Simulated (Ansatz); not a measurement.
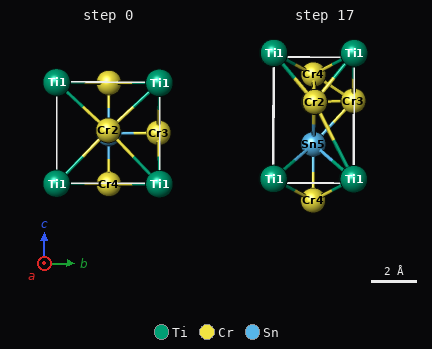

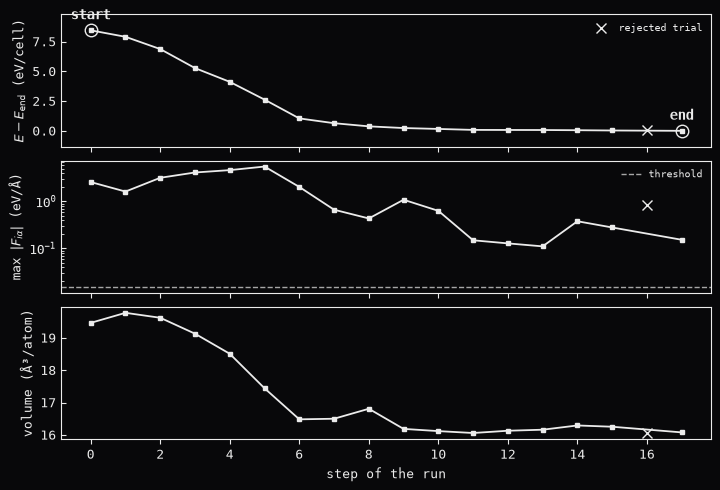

First and last geometry of a relaxation of a crystal of TiCr3Sn (built on the cubic perovskite type) (coarse preliminary run), with the history of the run. Style: ball-and-stick. Shown: the cell of the calculation, along the a axis.

The calculation used DFT PBE, scalar-relativistic, plane waves, PAW in Ansatz. Set-up: plane-wave cutoff 420 eV; k-point mesh 6 × 6 × 6; occupations gaussian; smearing width 0.1 eV; no spin polarisation; cell and atoms relaxed; force threshold 0.015 eV/Å; at most 120 steps.

Question: What do the curves and the structures tell?

Answer: The run was cut off at its time limit before the relaxation converged, so the last structure is only a point on the way. The atom that moves furthest relative to the cell is Sn5 (1.02 Å along −c). Largest moves by element: Sn 1.02 Å, Cr 0.94 Å, Ti 0.21 Å. Cell: a 4.692 → 3.991 Å (−15.0 %), b 4.590 → 3.582 Å (−22.0 %), c 4.520 → 5.623 Å (+24.4 %), α 90.3° → 90.0°, β 90.4° → 90.1°, γ 91.5° → 90.4°. Volume −17.4 %. Near-neighbour distances that change, for instance: Cr2–Cr4 3.174 → 2.118 Å, Cr3–Cr4 3.243 → 2.220 Å, Ti1–Cr3 3.291 → 4.251 Å, Cr3–Cr4 (another image) 3.147 → 2.234 Å. New bonds form, among them: Cr2–Cr3 (3.22 → 2.39 Å), Cr2–Cr4 (3.15 → 2.58 Å), Cr2–Cr4 (3.17 → 2.12 Å), Cr3–Cr4 (3.15 → 2.23 Å). Bond angles that change, for instance: Sn5–Cr3–Sn5 176.4° → 83.8°, Cr3–Sn5–Cr3 176.4° → 83.8°, Cr2–Sn5–Cr2 172.5° → 93.1°. The space group stays P1 (No. 1). After 16 accepted moves (17 points after the start) the energy has fallen by 8.444 eV per cell of the calculation. The largest force component goes from 2.6 to 0.15 eV/Å. The pressure goes from 3.77 to −0.41 GPa. The line search rejected the trial step at point 16 of the run. Cost: 19 min on 1 thread of Arm Neoverse V1, on a shared host, peak memory 0.63 GiB.

| step | E − E(0), meV/atom | largest force component, eV/Å | pressure, GPa | volume, Å³/atom | note |
| --- | --- | --- | --- | --- | --- |
| 0 | 0.00 | 2.5810 | 3.77 | 19.462 |  |
| 1 | -108.73 | 1.6197 | 0.58 | 19.772 |  |
| 2 | -315.01 | 3.1802 | -0.65 | 19.619 |  |
| 3 | -634.58 | 4.1234 | -0.59 | 19.127 |  |
| 4 | -865.85 | 4.6289 | 2.99 | 18.506 |  |
| 5 | -1164.28 | 5.5149 | 5.44 | 17.440 |  |
| 6 | -1480.09 | 2.0325 | 5.42 | 16.480 |  |
| 7 | -1560.57 | 0.6662 | 2.81 | 16.498 |  |
| 8 | -1613.49 | 0.4341 | -2.38 | 16.807 |  |
| 9 | -1641.89 | 1.0852 | 0.52 | 16.184 |  |
| 10 | -1657.03 | 0.6302 | -2.13 | 16.116 |  |
| 11 | -1673.22 | 0.1490 | 0.61 | 16.058 |  |
| 12 | -1674.35 | 0.1280 | 0.17 | 16.127 |  |
| 13 | -1675.15 | 0.1106 | -0.12 | 16.159 |  |
| 14 | -1678.49 | 0.3785 | -1.11 | 16.291 |  |
| 15 | -1683.03 | 0.2790 | -1.14 | 16.251 |  |
| 16 | -1669.41 | 0.8465 | 0.29 | 16.044 | rejected |
| 17 | -1688.76 | 0.1527 | -0.41 | 16.076 |  |

Limits of the set-up: an element that often carries a moment was run without spin polarisation.
